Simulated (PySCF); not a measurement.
**CH5Al (SMILES [CH3][AlH2]): levels of theory compared**

We compute a comparison of 6 runs (B3LYP/STO-6G, PBE0/STO-6G, SVWN5/STO-6G, r2SCAN/STO-6G, wB97X-V/STO-6G, CCSDTQ/STO-6G) of CH5Al. 

The calculation is run with PySCF 2.14.0.

1 further run of the same task is left out (set aside as unsound or not needed).

## 1. The molecule

CH5Al: 7 atoms, total charge 0, spin state singlet. SMILES: `[CH3][AlH2]`. The C1–H5 distance was set to 1.312 Å, away from the relaxed value.

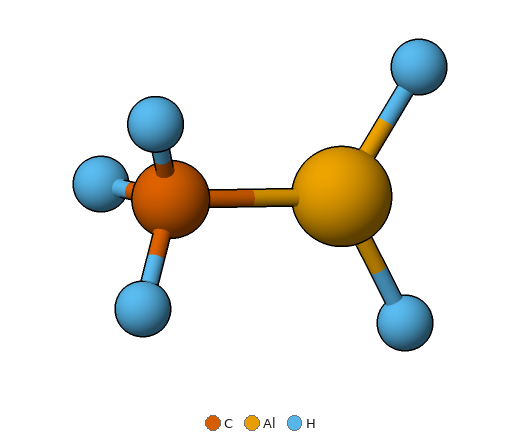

The structure, seen from a chosen angle (carbon orange, aluminium amber, hydrogen blue).

## 2. A single-point energy at B3LYP/STO-6G (run 1)

input.py reads:

```python
from pyscf import gto, dft

mol = gto.M(
    atom='''
C       -0.576861      -0.549641      -0.255495
Al       0.434539       0.924259       0.524705
H       -1.191461      -1.073641       0.480805
H       -1.262761      -0.160441      -1.018195
H        0.193400      -1.425500      -0.855600
H       -0.112361       1.695259       1.803405
H        1.806439       1.397559      -0.125395
''',
    basis='sto-6g',
    max_memory=1860,
    spin=0,
    verbose=3,
)

calc0 = dft.RKS(mol)
calc0.xc = 'b3lyp'
calc0.grids.level = 5
calc0.conv_tol = 1e-10
calc0.kernel()
if not calc0.converged:
    calc0 = calc0.newton().run(calc0.mo_coeff, calc0.mo_occ)

e_final = calc0.e_tot
print(f'total energy: {e_final:.8f} hartree')
```

Command:

```console
$ OMP_NUM_THREADS=1 python input.py
```

Output:

```text
converged SCF energy = -282.491385729895
total energy: -282.49138573 hartree
```

It took 3.9 s on 1 thread of Arm Neoverse V1, shared host; peak memory 0.2 GiB.

## 3. The energy at PBE0/STO-6G (run 2)

input.py reads:

```python
from pyscf import gto, dft

system = gto.Mole()
system.atom = '''
C       -0.576861      -0.549641      -0.255495
Al       0.434539       0.924259       0.524705
H       -1.191461      -1.073641       0.480805
H       -1.262761      -0.160441      -1.018195
H        0.193400      -1.425500      -0.855600
H       -0.112361       1.695259       1.803405
H        1.806439       1.397559      -0.125395
'''
system.verbose = 3
system.charge = 0
system.spin = 0
system.basis = 'sto-6g'
system.max_memory = 1860
system.build()

calc0 = dft.RKS(system, xc='pbe0')
calc0.conv_tol = 1e-10
calc0.grids.level = 5
calc0.kernel()
if not calc0.converged:
    calc0 = calc0.newton().run(calc0.mo_coeff, calc0.mo_occ)

etot = calc0.e_tot
print('Final energy', etot)
```

Command:

```console
$ OMP_NUM_THREADS=1 python input.py
```

Output:

```text
converged SCF energy = -282.304091029066
Final energy -282.3040910290656
```

Run time: 3.6 s. Hardware: 1 thread of Arm Neoverse V1, shared host; peak memory 0.2 GiB.

Runs 3 to 5 aren't shown in full; the table further down has their settings and results.

## 4. The energy at CCSDTQ/STO-6G (run 6)

calc.py reads:

```python
from pyscf import gto, scf, cc

molecule = gto.M(
    atom=[
    ('C', (-0.576861, -0.549641, -0.255495)),
    ('Al', (0.434539, 0.924259, 0.524705)),
    ('H', (-1.191461, -1.073641, 0.480805)),
    ('H', (-1.262761, -0.160441, -1.018195)),
    ('H', (0.193400, -1.425500, -0.855600)),
    ('H', (-0.112361, 1.695259, 1.803405)),
    ('H', (1.806439, 1.397559, -0.125395)),
],
    basis='sto-6g',
    verbose=4,
    max_memory=1860,
)

mf = scf.RHF(molecule)
mf.conv_tol = 1e-10
mf.kernel()
if not mf.converged:
    mf = mf.newton().run(mf.mo_coeff, mf.mo_occ)

mycc = cc.CCSDTQ(mf, frozen=6)
mycc.kernel()
e_tot = mycc.e_tot
print(f'total energy: {e_tot:.8f} hartree')
```

Command:

```console
$ OMP_NUM_THREADS=1 python calc.py
```

Output:

```text
PySCF version 2.14.0

[... 57 lines left out ...]
converged SCF energy = -281.637816703988
[... 16 lines left out ...]
WARN: A large `blksize` is being used, which may cause large memory consumption
[... 6 lines left out ...]
Init t2, MP2 energy = -281.730698489519  E_corr(MP2) -0.092881785531
[... 12 lines left out ...]
RCCSDTQ converged
[... 3 lines left out ...]
total energy: -281.76811069 hartree
```

Wall time 26 s (1 thread of Arm Neoverse V1, shared host); peak memory 0.17 GiB.

## 5. Overview of the runs

```csv
run,level,nlc grid,integration grid,energy (Eh),dipole moment (D) of the reference,HOMO energy (eV),LUMO energy (eV),wall time
1,B3LYP/STO-6G,–,5,-282.491386,0.14,-5.47,3.91,3.9 s
2,PBE0/STO-6G,–,5,-282.304091,0.12,-5.65,4.31,3.6 s
3,SVWN5/STO-6G,–,5,-280.951145,0.12,-4.11,2.96,2.9 s
4,r2SCAN/STO-6G,–,5,-282.424519,0.13,-4.63,3.56,5.1 s
5,wB97X-V/STO-6G,1,5,-282.425358,0.14,-8.12,6.80,27 s
6,CCSDTQ/STO-6G,–,–,-281.768111,0.23,-8.93,8.83,26 s
```

## 6. Outcome

```
                                          quantity          value
                               run 6: total energy  -281.76811 Eh
       run 6: dipole moment (Hartree–Fock density)         0.23 D
        run 6: HOMO energy (Hartree–Fock orbitals)       -8.93 eV
        run 6: LUMO energy (Hartree–Fock orbitals)        8.83 eV
      run 6: HOMO–LUMO gap (Hartree–Fock orbitals)       17.75 eV
run 6: correlation energy (6 core orbitals frozen)     -130.3 mEh
                              run 6: T1 diagnostic          0.006
```

In words: Over runs 1, 2, 3, 4, 5 the dipole moment (its size) runs from 0.12 D (SVWN5/STO-6G) to 0.14 D (wB97X-V/STO-6G). Over runs 1, 2, 3, 4, 5 the HOMO–LUMO gap runs from 7.08 eV (SVWN5/STO-6G) to 14.91 eV (wB97X-V/STO-6G). Totals of different functionals can't be ranked against each other. In runs 1, 2, 3, 4, 5, 6 the basis is minimal, so the values are rough. All runs together took 68 s, the longest 27 s.
